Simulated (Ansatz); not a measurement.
# H5NOSiSn: the cost of one run

Method: RKS B3LYP-D4/def2-SVP, in Ansatz 0.2.0.

### 1 The starting structure

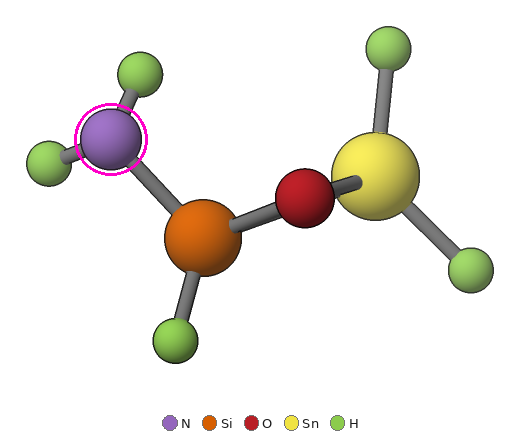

Start, viewed from a chosen angle; nitrogen purple, silicon orange, oxygen red, tin yellow, hydrogen green. Ringed: N1.

Structure file:

```xyz
9

N    -0.6502    1.7186    0.3682
Si   -0.9172   -0.0140    0.2851
O     0.2543   -0.7759    1.2034
Sn    1.1531   -1.2423   -0.5679
H     0.2708    1.9586    0.0011
H    -1.3535    2.1879   -0.3486
H    -2.2113   -0.5741    0.5863
H     0.9697   -2.9639   -0.8103
H     2.5728   -0.3413   -0.7344
```

### 2 End point A

File input.yaml:

```yaml
crystal:
  periodic: [false, false, false]
  atoms:
    - { symbol: "N", position_ang: [-0.6502, 1.7186, 0.3682] }
    - { symbol: Si, position_ang: [-0.9172, -0.014, 0.2851] }
    - { symbol: O, position_ang: [0.2543, -0.7759, 1.2034] }
    - { symbol: Sn, position_ang: [1.1531, -1.2423, -0.5679] }
    - { symbol: H, position_ang: [0.2708, 1.9586, 0.0011] }
    - { symbol: H, position_ang: [-1.3535, 2.1879, -0.3486] }
    - { symbol: H, position_ang: [-2.2113, -0.5741, 0.5863] }
    - { symbol: H, position_ang: [0.9697, -2.9639, -0.8103] }
    - { symbol: H, position_ang: [2.5728, -0.3413, -0.7344] }
basis:
  gaussian: { orbitals: def2-SVP }
hamiltonian:
  xc: b3lyp
  dispersion: d4
relax:
  f_tol: 0.015
  max_steps: 40
output:
  orbitals: {}
```

On the command line:

```bash
> ansatz run input.yaml --threads 2 --pin off --max-ram 3072MiB --backend cpu --events-out ev --progress --plain --runs-dir out
```

Q: Estimate wall time and peak memory on 2 threads of Arm Neoverse V1, shared host.

About 41 s, with a peak of 0.22 GiB.
